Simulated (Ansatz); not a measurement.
## Single-point calculation, with input and output: ZrN₃H₆F

ZrN₃H₆F, SMILES [NH2][Zr]([NH2])([NH2])[F], computed with RKS r2SCAN-D4/def2-TZVPP (Ansatz 0.2.0).

The geometry comes from this level: PBE0-D4/def2-TZVP. Figures and captions count atoms from 1; the log counts them from 0 in places.

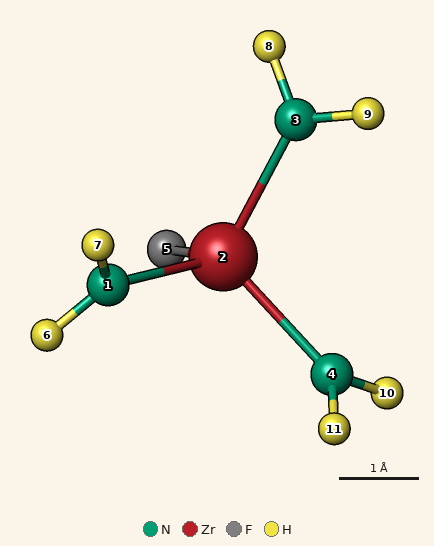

**Figure 1.** The structure as given in the input (ball-and-stick view, seen at a tilt; atoms are numbered from 1 in the order of the input). Sticks mark near contacts. Bond lengths as drawn: F–Zr 1.93 Å, H–N 1.01 Å and N–Zr 2.04 Å.

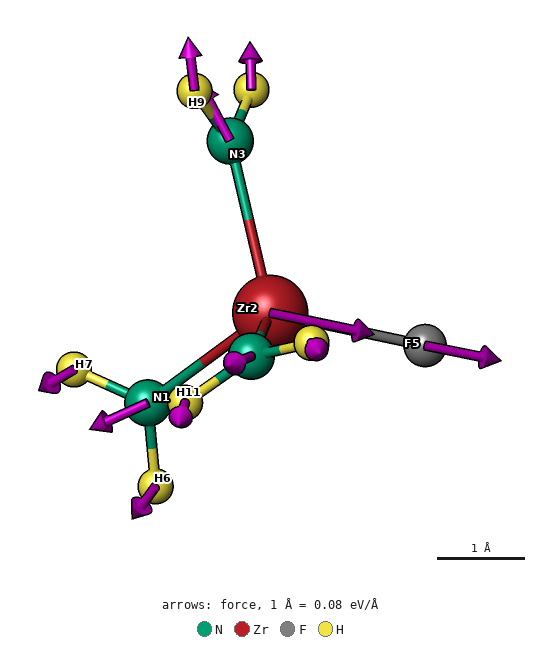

**Figure 2.** Forces on the atoms as pink arrows (ball-and-stick view, seen at an oblique angle; atoms are numbered from 1 in the order of the input). The largest act on Zr2 (0.11 eV/Å); F5 (0.08 eV/Å); all 3 N atoms (0.06 eV/Å); all 6 H atoms (0.05 eV/Å). The geometry is not a stationary point of this energy.

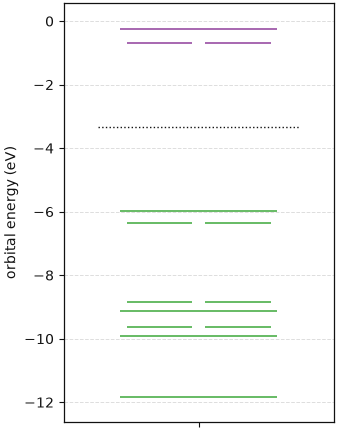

**Figure 3.** Orbital energies near the frontier; the dotted line parts filled from empty levels, and levels within 0.02 eV of each other stand side by side. Highest filled −5.98 eV, lowest empty −0.69 eV, 5.29 eV apart.

The input and output of the run follow.

The input
```yaml
crystal:
  periodic: [false, false, false]
  atoms:
    - {symbol: N, position_ang: [0.794075, 1.704144, 0.306143]}
    - {symbol: Zr, position_ang: [-0.455910, 0.184420, -0.220095]}
    - {symbol: N, position_ang: [0.568931, -1.018525, -1.505256]}
    - {symbol: N, position_ang: [-0.818307, -0.905927, 1.461707]}
    - {symbol: F, position_ang: [-2.089213, 0.844813, -1.008079]}
    - {symbol: H, position_ang: [0.505347, 2.577471, 0.727212]}
    - {symbol: H, position_ang: [1.780669, 1.757489, 0.095520]}
    - {symbol: H, position_ang: [0.677284, -0.853333, -2.497382]}
    - {symbol: H, position_ang: [0.957956, -1.924196, -1.284003]}
    - {symbol: H, position_ang: [-1.578390, -1.563356, 1.577388]}
    - {symbol: H, position_ang: [-0.342441, -0.803000, 2.346844]}
basis:
  gaussian: {orbitals: def2-TZVPP}
hamiltonian: {xc: r2scan, dispersion: d4}
output: {forces: true, orbitals: {seedname: orbitals}}
```

Launched with:
```bash
ansatz run in.yaml --threads 4 --pin off --events-out ev --progress --plain --max-ram 10444MiB
```

Output
```
Functional definition: r2SCAN
  name "r2SCAN"
  cite "Furness, Kaplan, Ning, Perdew & Sun, J. Phys. Chem. Lett. 11, 8208 (2020) doi:10.1021/acs.jpclett.0c02405"
  cite "Furness, Kaplan, Ning, Perdew & Sun, J. Phys. Chem. Lett. 11, 9248 (2020) doi:10.1021/acs.jpclett.0c03077"
  parent r2scan
  parameter k0 = 0.174
  parameter k1 = 0.065
  parameter a1 = 4.9479
  exchange = r2scan_x(k0 = k0, k1 = k1, a1 = a1)
  correlation = r2scan_c
1287 factors; their error is unknown
mean field evaluation 1: about -8543.3363 eV, gradient 1.2e2 eV
mean field evaluation 2: about -8392.6023 eV, gradient 2.8e2 eV
mean field evaluation 4: about -8570.5252 eV, gradient 1.8e1 eV
mean field evaluation 8: about -8571.4305 eV, gradient 1.2e-1 eV
mean field evaluation 16: about -8571.4255 eV, gradient 3.9e-3 eV
mean field -8571.42551453 eV, -314.9940777381 hartree, gradient 1.8e-5 eV, S^2 0.000000; 0 other end points of the search recorded, 0 dependent functions left out
the calculation of the forces begins
reference -8571.42554757 eV, -314.9940789523 hartree; 24, 24 occupied and 240, 240 virtual orbitals, 1287 factors
Total energy: -8571.48121819 eV, -314.9961248100 hartree
Atom 0 at     0.794075     1.704144     0.306143 Å, force     0.048210     0.033053     0.023504 eV/Å
Atom 1 at    -0.455910     0.184420    -0.220095 Å, force    -0.088475     0.036267    -0.043737 eV/Å
Atom 2 at     0.568931    -1.018525    -1.505256 Å, force     0.042691    -0.035802    -0.026985 eV/Å
Atom 3 at    -0.818307    -0.905927     1.461707 Å, force     0.006073    -0.034879     0.051269 eV/Å
Atom 4 at    -2.089213     0.844813    -1.008079 Å, force    -0.064819     0.025886    -0.031917 eV/Å
Atom 5 at     0.505347     2.577471     0.727212 Å, force     0.017797     0.041072     0.011798 eV/Å
Atom 6 at     1.780669     1.757489     0.095520 Å, force     0.032644     0.038812     0.004104 eV/Å
Atom 7 at     0.677284    -0.853333    -2.497382 Å, force     0.016924    -0.021292    -0.038442 eV/Å
Atom 8 at     0.957956    -1.924196    -1.284003 Å, force     0.019305    -0.036556    -0.029962 eV/Å
Atom 9 at    -1.578390    -1.563356     1.577388 Å, force    -0.020291    -0.027004     0.033493 eV/Å
Atom 10 at    -0.342441    -0.803000     2.346844 Å, force    -0.010056    -0.019558     0.046875 eV/Å
Dipole moment:     0.345768    -0.139698     0.167097 e Å
```

Summary

```tsv
quantity	value
outcome	converged
total energy	−8571.4812 eV
mean-field energy	−8571.4255 eV
dispersion energy	−0.0557 eV
SCF solution under orbital rotations	stable
HOMO	−5.98 eV
LUMO	−0.69 eV
largest force (length of the vector)	0.105 eV/Å
dipole moment	1.96 D
hardware	4 threads of Arm Neoverse V2, 23 GiB of memory available, shared host
wall time	4.3 s (CPU time 16 s)
peak memory	0.36 GiB
```
